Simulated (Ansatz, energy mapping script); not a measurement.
**LiNiSe2 in the alpha-NaFeO2 structure: J from the energies of magnetic orders**

How strongly do the moments of LiNiSe2 in the alpha-NaFeO2 structure couple under PBEsol+U (1.2 eV)? The plan is to run several orders and fit a Heisenberg model.

Calculated with Ansatz 0.2.0; PBEsol with U = 1.2 eV on Ni d, ortho-atomic projectors; plane waves, U on orthogonalised atomic orbitals unless named otherwise, collinear spin, no spin–orbit coupling.

## Step 1: Set-up

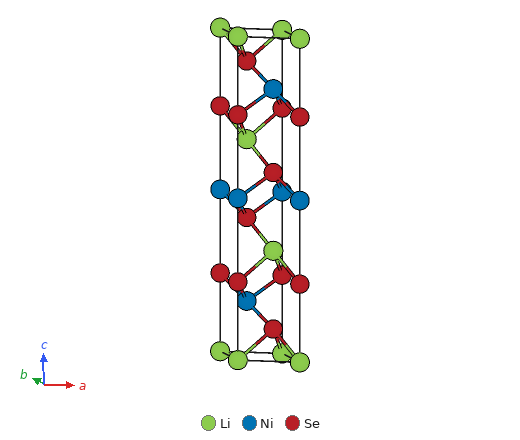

The cell as given, slightly off an axis (lithium green, nickel blue, selenium red). This picture shows the conventional cell, with its axes. Bonds to atoms that aren't drawn are left out. Some periodic images of atoms are drawn too.

This cell was built for the study (alpha-NaFeO2 prototype, lattice guessed from radii), not taken from an experiment; the compound need not form in this structure.

The cell was relaxed beforehand in Ansatz under PBEsol with U = 6 eV on Ni d, ortho-atomic projectors, D3(BJ) dispersion, from parallel moments.

The U corrects the self-interaction that lets semilocal functionals spread d and f electrons too far. Its value here is typed, not computed.

## Step 2: A first run with parallel moments

One run in the crystal's own cell, under PBEsol with U = 4.8 eV on Ni d, ortho-atomic projectors, shows which elements keep a moment. Transition or f elements with 0.3 μB or more enter the spin model; moments induced on other atoms do not.

The input, input.yaml:

```yaml
crystal:
  lattice:
    - [1.759824408, 1.016051877, 6.003814541]
    - [-1.759824408, 1.016051877, 6.003814541]
    - [0.0, -2.032053411, 6.00382306]
  atoms:
    - { symbol: Li, position: [0.0, 0.0, 0.0] }
    - { symbol: Ni, position: [0.5, 0.5, 0.5], spin: 2.0 }
    - { symbol: Se, position: [0.24180541, 0.24180541, 0.24180541] }
    - { symbol: Se, position: [0.75819459, 0.75819459, 0.75819459] }
magnetization:
  spin_polarized: true
kpoints:
  mp_grid: { grid: [9, 9, 9] }
hamiltonian:
  xc: pbesol
  hubbard:
    sites: [{ species: Ni, l: d, u_eff: 4.8 }]
    projectors: ortho-atomic
scf:
  occupations: { method: fermi_dirac, width: 0.05 }
output:
  eigenvalues: true
```

The run is started by

```sh
> ansatz run input.yaml --threads 4 --pin off --max-ram 8192MiB --backend cpu --events-out ev --progress --plain --runs-dir out
```

Numbers of over 12 decimals in the logs are rounded to 6 here.

The log of the run:

```text
basis.fft_grid_basis auto: the FFT boxes are laid along the combinations [[1, 0, -1], [0, 1, -1], [0, 0, 1]] of the cell's own vectors, 3.520, 3.520 and 6.338 Å long. The dense box has 24×24×45 points. Along the cell's own vectors, as sized, it would have 45×45×45, 3.52 times as many. Of the 12 symmetry operations that the crystal satisfies within crystal.symmetry.tolerance (time reversal apart; of a slab, those that [...]
Engine: ansatz 0.2.0, aarch64-unknown-linux-gnu
Pseudopotentials: kind: paw
Pseudopotential: Li, paw, valence charge 3, recommended cutoff 420 eV (normal), Li.paw.azcp
Pseudopotential: Ni, paw, valence charge 18, recommended cutoff 420 eV (normal), Ni.paw.azcp
Pseudopotential: Se, paw, valence charge 16, recommended cutoff 420 eV (normal), Se.paw.azcp
Functional definition: PBEsol
  exchange = pbesol_x
  correlation = pbesol_c
Crystal: 4 atoms, lattice volume = 64.411 Å³
Basis set: ecut = 420 eV, 1251 PW (Γ), FFT grids on a1−a3, a2−a3, a3
Bands: 33, of which v1, the nominal top of the filled ones, is band 27 counted from 1 (26 counted from 0)
Symmetry: 12 space group operations
Space group: R-3m (ITA 166), of the structure as read, at distance tolerance 4.0e-5 Å
Magnetic group: BNS 166.97 (UNI 1327), of the structure as read, at distance tolerance 4.0e-5 Å
k-points: 85 of 729
Non-local potential: Li, projectors of the file, l = 0: 3, l = 1: 2, l = 2: 1
Non-local potential: Ni, projectors of the file, l = 0: 3, l = 1: 2, l = 2: 3, l = 3: 1
Non-local potential: Se, projectors of the file, l = 0: 2, l = 1: 2, l = 2: 3, l = 3: 1
PAW form: soft (Blöchl's): semilocal exchange-correlation on the pseudo side does not see the compensation charge
PAW frozen core: Ni, regenerated for the run's functional, and the local potential with it (the file was generated under x = pbe(κ = 0.804, μ = 0.219515), c = pbe(β = 0.066725))
PAW frozen core: Se, regenerated for the run's functional, and the local potential with it (the file was generated under x = pbe(κ = 0.804, μ = 0.219515), c = pbe(β = 0.066725))
PAW one-centre angular grid: Li, 110 points (default); XC on 64 Gauss nodes
PAW one-centre angular grid: Ni, 590 points (default); XC on 64 Gauss nodes
PAW one-centre angular grid: Se, 590 points (default); XC on 64 Gauss nodes
Initial density: superposition of atomic densities (chi_scale 0.1, normalization cell, long waves kept (reshape's long-wave potential 0.02 eV rms))
Starting moments: Σ|m| = 2 μB on 1 of 4 sites
Initial wavefunctions: pseudopotential atomic-orbital guess
Functional: x = pbesol(κ = 0.804, μ = 0.123457), c = pbesol(β = 0.046)
[...]
spin=Collinear: Kerker preconditioning applied to the charge; magnetization (m = ρ↑ − ρ↓) channel mixes plain (no charge-response kernel on spin).
[...]
SCF 3 converged in 6 iterations: F = -16856.671349 eV  dr2 = 3.19e-10
an SCF from another whole filling of 1 corrected shell (1 electron), with 8 of the crystal's symmetry operations given up (205 k-points in place of 85), reached no lower state that the run goes on to. This is no proof of a minimum. Whole fillings of corrected shells: 2 of 2 tried, 0 with no close
Symmetry: 1 space group operations
k-points: 365 of 729 (time reversal used)
[...]
spin=Collinear: Kerker preconditioning applied to the charge; magnetization (m = ρ↑ − ρ↓) channel mixes plain (no charge-response kernel on spin).
[...]
SCF 4 converged in 17 iterations: F = -16856.671349 eV  dr2 = 1.19e-9
an SCF from ferromagnetic starting moments (0.00, 2.00, 0.00, 0.00 Bohr magnetons, atom by atom) closed no lower than the state that the run had reached (-0.00 meV in free energy), which stands; the SCF set out from the atoms and, under a Hubbard term, can stand on another filling of the shells than the run's state, so that by this SCF it is not known whether that order lies lower
SCF converged after 21 iterations
Magnetization: 1.0649 μB (27.0325 up, 25.9675 down)
Absolute magnetization: 1.2825 μB (∫|ρ↑−ρ↓|, with the PAW one-centre terms)
Spin contamination: 0.1735 ħ² per cell (⟨S²⟩ above its minimum at these occupations)
Per-site moments (μB) at R_I (Å): [(0.038119, 1.079382), (1.022181, 1.007116), (-0.017212, 1.007116), (-0.017212, 1.007116)]
Free energy (F): -16856.671349 eV
Harris-Foulkes:  -16856.671349 eV  (|F-HF|=2.95e-9)
Internal energy: -16856.657194 eV  (E = F + TS)
E sigma→0 (E₀):  -16856.664272 eV
Entropy (-TS):   -0.014156 eV (-3.539 meV/atom)
Fermi energy:    10.197581 eV
--- Per-component energies (eV) ---
  E_band       = -1203.277058
  E_kinetic    = 543.763807
  E_local      = -9972.905183  (includes V_loc(G=0)·N_el)
  E_nonlocal   = -576.005487
  E_hartree    = 4622.580918
  E_xc         = -302.429172
  E_vxc        = -320.231692  (∫ρ·V_xc dr)
  E_hubbard    = 1.631580  (on-site DFT+U / exact-exchange correction)
  E_vhub       = -17.655678  (the Hubbard potential's part of the band-sum identity)
  E_paw        = -5353.846390  (= ΣΔE_a)
  E_vpaw       = -105.399895  (= ΣTr[D̂ρ^β])
  E_aug_tail   = -0.000727  (compensation charges beyond the density's cutoff)
  E_ewald      = -5821.660731
  E_core_change = 2.214190  (= ΣΔE_core)
  E_smearing   = -0.014156  (= −TS)
  E_closure    = 0.000000  (closes the sum)
  Σ components = -16856.671349   (vs F -16856.671349, Δ=0.00e0)
--- Band table (eV; the first three rows and the last of 170) ---
  k-point 0 ↑: bands = [... 23 lower, 9.9641, 10.3765, 10.3765, 11.1026, 11.1026, 14.9727, 15.0380, 17.0042, ... 2 higher]
  k-point 1 ↑: bands = [... 23 lower, 9.4874, 10.0039, 10.1514, 10.2193, 10.9207, 15.6052, 15.7240, 17.1372, ... 2 higher]
  k-point 2 ↑: bands = [... 23 lower, 7.9486, 8.7569, 9.5581, 10.1081, 10.6147, 15.2607, 16.6041, 17.6913, ... 2 higher]
  k-point 84 ↓: bands = [... 23 lower, 8.3215, 9.5428, 9.9576, 11.6030, 12.1570, 16.3785, 16.8468, 17.3876, ... 2 higher]
Occupation matrices written to <dir>
```

Elapsed: 4.1 min, on 4 threads of Arm Neoverse V1, shared host; peak memory 2.3 GiB.

Spin moment in the sphere by atom:

```tsv
atom	spin moment in the sphere (μB)
Li1	0.04
Ni2	1.02
Se3	-0.02
Se4	-0.02
```

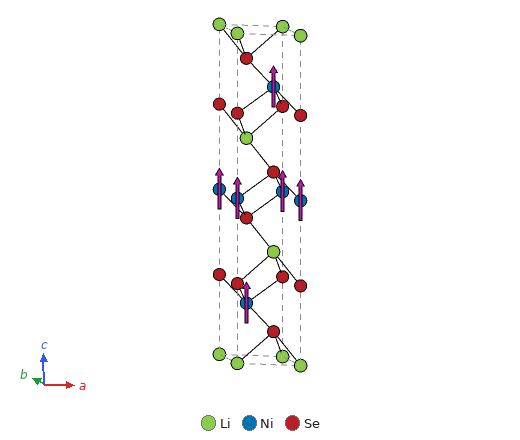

Spin moment in the sphere as arrows, the longest 1.02 μB. Up and down stand for the sign. Arrows give size and sign along the axis of quantisation, drawn up and down the page. Bonds to atoms that aren't drawn are left out. Some periodic images of atoms are drawn too.

The run ends ferromagnetic; Ni carries the moments.

## Step 3: A run to fix the orbital filling

A corrected shell can settle in several orbital fillings. One parallel run, with an occupation width a fifth wider than the orders use, therefore is to supply the occupation matrices. All orders start from them.

input.yaml, the sections that differ from step 2:

```yaml
kpoints:
  mp_grid: { grid: [10, 10, 10] }
hamiltonian:
  xc: pbesol
  hubbard:
    sites: [{ species: Ni, l: d, u_eff: 1.2 }]
    projectors: ortho-atomic
scf:
  occupations: { method: fermi_dirac, width: 0.06 }
# crystal, magnetization, output: as in step 2
```

The log of the run:

```text
[...]
Crystal: 4 atoms, lattice volume = 64.411 Å³
Basis set: ecut = 420 eV, 1251 PW (Γ), FFT grids on a1−a3, a2−a3, a3
Bands: 33, of which v1, the nominal top of the filled ones, is band 27 counted from 1 (26 counted from 0)
Symmetry: 12 space group operations
[...]
k-points: 116 of 1000
[...]
Starting moments: Σ|m| = 2 μB on 1 of 4 sites
[...]
SCF iter   1: F=—  HF=-16863.243645 eV  |F-HF|=—  |Δ(HF+E_count)|=         —  Δρ=2.34e-1 (↑3.87e-2 ↓2.34e-1)  dr2=3.79e1  dr2_m=6.27e0  M=0.221 μB ∫|m|=0.256 μB  β_m=0.30  ethr=3.10e-3  ⟨swp⟩=5.8  Hψ=28569  notcnv=0
[...]
SCF iter  16: F=-16858.035866 eV  HF=-16858.035866 eV  |F-HF|=4.81e-8  |Δ(HF+E_count)|=   2.67e-8  Δρ=4.84e-6 (↑4.23e-6 ↓4.84e-6)  dr2=5.22e-8  dr2_m=8.37e-11  M=0.780 μB ∫|m|=0.831 μB  ethr=7.26e-11  ⟨swp⟩=1.1  Hψ=18736  notcnv=0
SCF 1 converged in 16 iterations: F = -16858.035866 eV  dr2 = 5.22e-8
[...]
Symmetry: 1 space group operations
k-points: 504 of 1000 (time reversal used)
[...]
SCF 2 converged in 14 iterations: F = -16858.035866 eV  dr2 = 6.15e-8
[...]
SCF converged after 16 iterations
Magnetization: 0.7799 μB (26.8900 up, 26.1100 down)
Absolute magnetization: 0.8277 μB (∫|ρ↑−ρ↓|, with the PAW one-centre terms)
[...]
Per-site moments (μB) at R_I (Å): [(0.033788, 1.079382), (0.589783, 1.007116), (0.033415, 1.007116), (0.033415, 1.007116)]
Free energy (F): -16858.035866 eV
[...]
Internal energy: -16858.012104 eV  (E = F + TS)
E sigma→0 (E₀):  -16858.023985 eV
Entropy (-TS):   -0.023762 eV (-5.941 meV/atom)
Fermi energy:    10.405410 eV
[...]
--- Band table (eV; the first three rows and the last of 232) ---
  k-point 0 ↑: bands = [... 23 lower, 9.9096, 10.3359, 10.3359, 11.4378, 11.4378, 14.9667, 15.0306, 17.0060, ... 2 higher]
  k-point 1 ↑: bands = [... 23 lower, 9.7123, 9.9592, 10.2121, 10.7202, 11.2664, 15.5321, 15.6292, 17.0781, ... 2 higher]
  k-point 2 ↑: bands = [... 23 lower, 8.7918, 9.2935, 9.8301, 10.3645, 10.9685, 15.4169, 16.4570, 17.9746, ... 2 higher]
  k-point 115 ↓: bands = [... 23 lower, 8.8208, 10.2449, 10.2449, 11.9433, 11.9433, 15.6960, 16.0290, 18.2792, ... 2 higher]
Occupation matrices written to <dir>
```

Run time: 89 s. Hardware: 4 threads; peak memory 1.9 GiB; 5.8 min of CPU time.

Numbers from this step:

| Property | Result |
| --- | --- |
| final state | ferromagnetic |
| electrons in the corrected shells | 8.769 e |
| largest moment | 0.59 μB |

## Step 4: Order 1: parallel, cell A of 8 atoms

Each cell gets its own parallel run on the same mesh, so that most of the mesh error cancels in the differences.

The input, input.yaml:

```yaml
crystal:
  lattice:
    - [-1.759824408, 3.048105288, -8.519e-06]
    - [-5.279473224, -3.048105288, 8.519e-06]
    - [1.759824408, 1.016051877, 6.003814541]
  atoms:
    - { symbol: Li, position: [0.5, 0.5, 0.0] }
    - { symbol: Li, position: [0.0, 0.0, 0.0] }
    - { symbol: Ni, position: [0.5, 0.0, 0.5], spin: 2.0 }
    - { symbol: Ni, position: [0.0, 0.5, 0.5], spin: 2.0 }
    - { symbol: Se, position: [0.5, 0.74180541, 0.72541623] }
    - { symbol: Se, position: [0.0, 0.24180541, 0.72541623] }
    - { symbol: Se, position: [0.5, 0.25819459, 0.27458377] }
    - { symbol: Se, position: [0.0, 0.75819459, 0.27458377] }
magnetization:
  spin_polarized: true
kpoints:
  mp_grid: { grid: [9, 6, 5] }
hamiltonian:
  xc: pbesol
  hubbard:
    sites:
      - { species: Ni, l: d, u_eff: 1.2 }
      - { site: 2, l: d, u_eff: 1.2, starting_ns: [{ spin: up, occupation_matrix: ni2_major }, { spin: down, occupation_matrix: ni2_minor }] }
      - { site: 3, l: d, u_eff: 1.2, starting_ns: [{ spin: up, occupation_matrix: ni2_major }, { spin: down, occupation_matrix: ni2_minor }] }
    projectors: ortho-atomic
    occupation_matrices:
      ni2_major:
        matrix:
          - [0.984, 0.0, 0.0, 0.0, 0.0]
          - [0.0, 0.899, 0.0, 0.0, 0.059]
          - [0.0, 0.0, 0.899, 0.059, 0.0]
          - [0.0, 0.0, 0.059, 0.94, 0.0]
          - [0.0, 0.059, 0.0, 0.0, 0.94]
      ni2_minor:
        matrix:
          - [0.976, 0.0, 0.0, 0.0, 0.0]
          - [0.0, 0.704, 0.0, 0.0, 0.179]
          - [0.0, 0.0, 0.704, 0.179, 0.0]
          - [0.0, 0.0, 0.179, 0.86, 0.0]
          - [0.0, 0.179, 0.0, 0.0, 0.86]
scf:
  occupations: { method: fermi_dirac, width: 0.05 }
output:
  eigenvalues: true
  write_density: true
  write_potential: true
  elf: true
  volumetric_format: npy
```

The log of the run:

```text
Warning: crystal.symmetry: narrowed to the stabiliser of the occupation matrices — unitary ops 8 → 4; lowered by the specified shells (site 2, l: d), (site 3, l: d); largest admitted image defect 4.4e-16, smallest excluded 2.0e-6 — at a rounding scale rather than a splitting's, so precision (not physics) most likely lowered the group: (i) a fixed point transcribed at too few decimals — re-emit the block at full precision (to 7 decimals or more, rounded to nearest) from a symmetrised source (a converged report's `n_mat` / `n_mat_spinor`) (of a frozen-density pass: in the run whose state it reads); [rest of the remark cut]
[...]
Crystal: 8 atoms, lattice volume = 128.821 Å³
Basis set: ecut = 420 eV, 2513 PW (Γ)
Bands: 66, of which v1, the nominal top of the filled ones, is band 53 counted from 1 (52 counted from 0)
Symmetry: 4 space group operations
k-points: 136 of 270
[...]
Starting moments: Σ|m| = 4 μB on 2 of 8 sites
[...]
SCF iter   1: F=—  HF=-33726.970346 eV  |F-HF|=—  |Δ(HF+E_count)|=         —  Δρ=2.35e-1 (↑3.85e-2 ↓2.35e-1)  dr2=7.57e1  dr2_m=1.26e1  M=0.448 μB ∫|m|=0.522 μB  β_m=0.30  ethr=3.10e-3  ⟨swp⟩=5.9  Hψ=62064  notcnv=0  defer=164
[...]
SCF iter  16: F=-33716.059023 eV  HF=-33716.059023 eV  |F-HF|=5.52e-8  |Δ(HF+E_count)|=   2.68e-8  Δρ=3.71e-6 (↑3.71e-6 ↓3.58e-6)  dr2=6.33e-8  dr2_m=1.46e-10  M=1.639 μB ∫|m|=1.744 μB  ethr=9.43e-11  ⟨swp⟩=9.3  Hψ=53978  notcnv=0
SCF 1 converged in 16 iterations: F = -33716.059023 eV  dr2 = 6.33e-8
[...]
SCF converged after 16 iterations
Magnetization: 1.6392 μB (53.8196 up, 52.1804 down)
Absolute magnetization: 1.7374 μB (∫|ρ↑−ρ↓|, with the PAW one-centre terms)
[...]
Per-site moments (μB) at R_I (Å): [(0.035585, 1.079382), (0.035585, 1.079382), (0.616324, 1.007116), (0.616324, 1.007116), (0.035996, 1.007116), (0.035996, 1.007116), (0.035996, 1.007116), (0.035996, 1.007116)]
Free energy (F): -33716.059023 eV
[...]
Internal energy: -33716.026586 eV  (E = F + TS)
E sigma→0 (E₀):  -33716.042805 eV
Entropy (-TS):   -0.032437 eV (-4.055 meV/atom)
Fermi energy:    10.401296 eV
[...]
--- Specified on-site occupations, and those of the state reported ---
  electrons in the specified blocks: 17.5320 specified, 17.5303 found
  site 3 (l=d) ↓: largest change of an orbital's occupation 0.0083; electrons 4.1040 specified, 4.0907 found; spectral distance 0.0104
[...]
site 3 (l=d) ↑: largest change of an orbital's occupation 0.0072; electrons 4.6620 specified, 4.6745 found; spectral distance 0.0079
[...]
--- Band table (eV; the first three rows and the last of 272) ---
  k-point 0 ↑: bands = [... 49 lower, 9.9096, 10.3358, 10.3365, 11.2067, 11.2627, 11.4260, 11.4275, 13.4409, ... 9 higher]
  k-point 1 ↑: bands = [... 49 lower, 9.2985, 10.2858, 10.2865, 10.6166, 11.0303, 11.4560, 11.4575, 13.6976, ... 9 higher]
  k-point 2 ↑: bands = [... 49 lower, 8.5512, 9.8963, 10.2105, 10.2112, 10.6590, 11.4992, 11.5007, 14.0355, ... 9 higher]
  k-point 135 ↓: bands = [... 49 lower, 8.6987, 8.8966, 9.1112, 10.5245, 10.6123, 10.7093, 10.9678, 15.1660, ... 9 higher]
Occupation matrices written to <dir>
```

Elapsed: 70 s, on 4 threads; peak memory 1.9 GiB; 4.5 min of CPU time.

Spin moment in the sphere by atom:

```tsv
atom	spin moment in the sphere (μB)
Li1	0.036
Li2	0.036
Ni3	0.616
Ni4	0.616
Se5	0.036
Se6	0.036
Se7	0.036
Se8	0.036
```

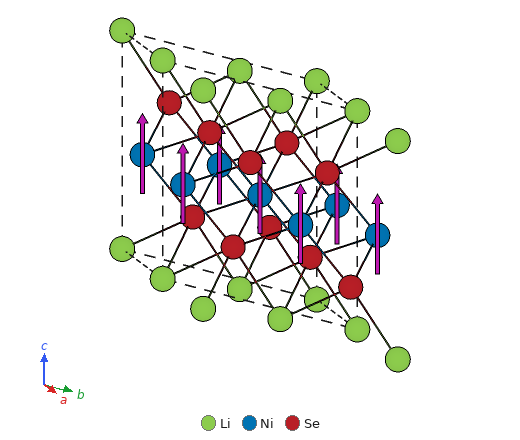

Spin moment in the sphere as arrows, the longest 0.616 μB. Up and down stand for the sign. Arrows give size and sign along the axis of quantisation, drawn up and down the page. 2×1×1 cells are drawn. Some periodic images of atoms are drawn too.

The run ends ferromagnetic.

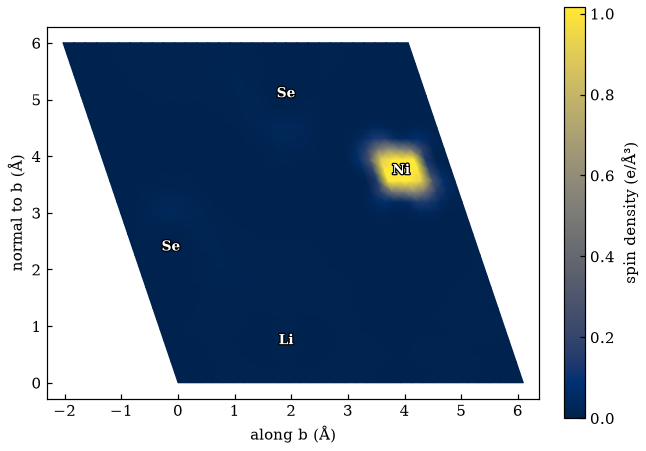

Spin density in the bc plane at fractional x = 0.000, with atoms of Li and Ni and Se within 0.2 Å of it. The map starts off the cell's origin, so that atoms lie inside it.

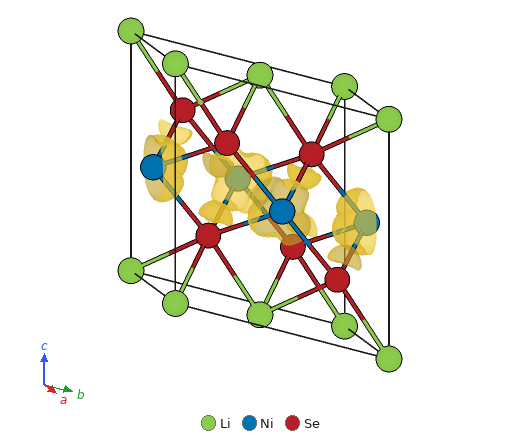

Surface of spin density = 0.02 e/Å³, which holds about 70 % of the integral of its size.

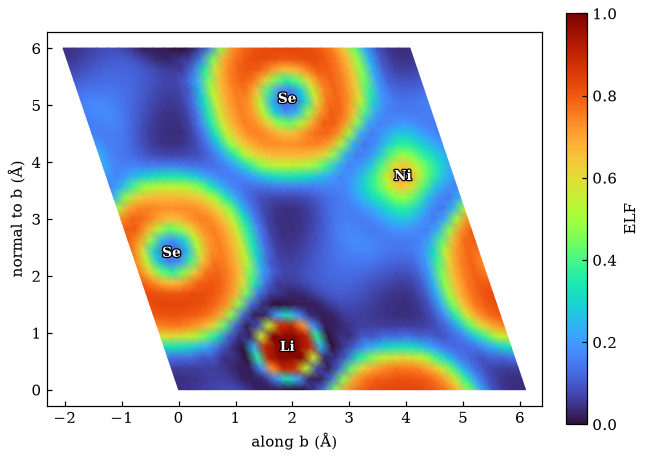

ELF in the bc plane at fractional x = 0.000, with atoms of Li and Ni and Se within 0.2 Å of it. It is the smooth field of the valence electrons, not physical close to the nuclei. The map starts off the cell's origin, so that atoms lie inside it.

[end of part 1 of 3]

[Logs and program files are shortened in this print: banners, set-up blocks, solver, clock and traceback lines can be left out without a mark of their own.]

[Logs are printed without paths, hosts, clocks, repeated set-up lines and the standing remarks that a program may print on its own settings, such as how far it seeks lower states.]

[Hosts, paths, dates, database ids (printed as entryN), source tags and the programs' standing remarks are cut or masked in the printed files.]

[Where a cell is said to come from a database of computed structures, the database is the Materials Project.]
